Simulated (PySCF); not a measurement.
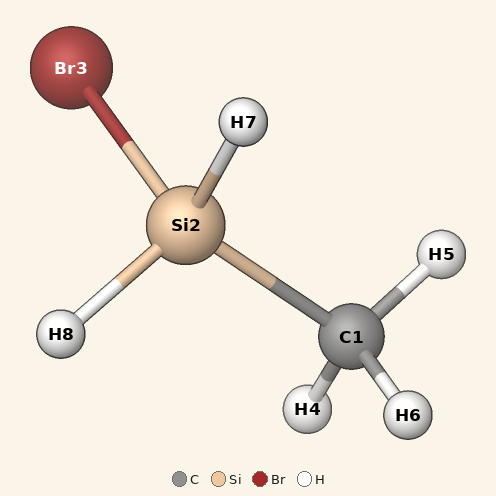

Computed geometry: PBE0-D3(BJ)/def2-SVP optimisation. No frequency run is at hand to confirm it as a minimum. Properties computed with delta-SCF UKS SCAN, pcX-1 on the ionised atom, pcseg-1 elsewhere, spin-free X2C (PySCF 2.14.0).

Give the core-electron binding energies (to vacuum; p and d levels without spin–orbit splitting) of C1 1s, Si2 1s, Si2 2p.

```json
{"atom": "C1", "level": "1s", "binding energy (eV)": "290.7"}
{"atom": "Si2", "level": "1s", "binding energy (eV)": "1847.5"}
{"atom": "Si2", "level": "2p", "binding energy (eV)": "108.0"}
```
